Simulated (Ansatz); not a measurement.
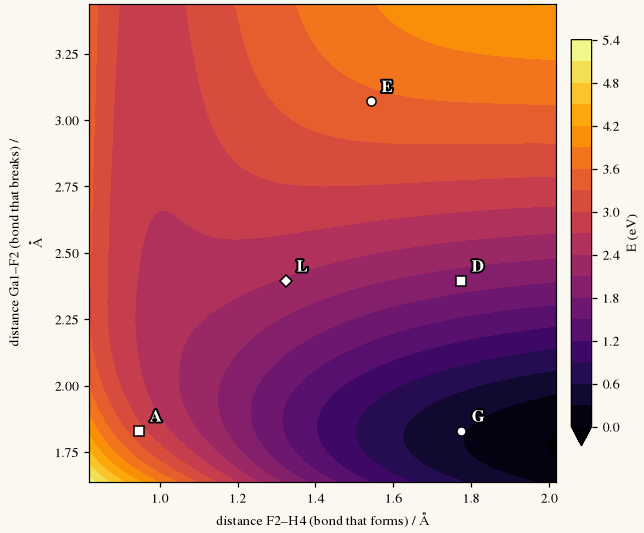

The reacting system CH3ClFGa (fragments CH₃ClFGa where the first distance is long, CH₂ClGa + FH where the second is long). Coordinates scanned: (1) distance F2–H4 (bond that forms); (2) distance Ga1–F2 (bond that breaks). Relaxed at each point: all other coordinates. The grid has 7 × 7 points. Points are written as (first, second). Energies are in eV, from the lowest grid point. The reference is spin-restricted, so regions where a bond is pulled apart into radicals lie too high. Theory: Ansatz 0.2.0, RKS r2SCAN-D4/def2-SVP.

Drawn: filled contours, lettered points. Between grid points the surface is interpolated.

Question: What kind of point is each of D, E, L: minimum, saddle, maximum or slope?

Answer: D: on a slope; E: on a slope; L: on a slope. (In these two coordinates alone; a stationary point may lie a little off the grid point.)

Question: Rank the lettered points by energy, lowest first.

Answer: G (0.32 eV), D (1.94 eV), L (2.37 eV), A (3.10 eV), E (3.53 eV).
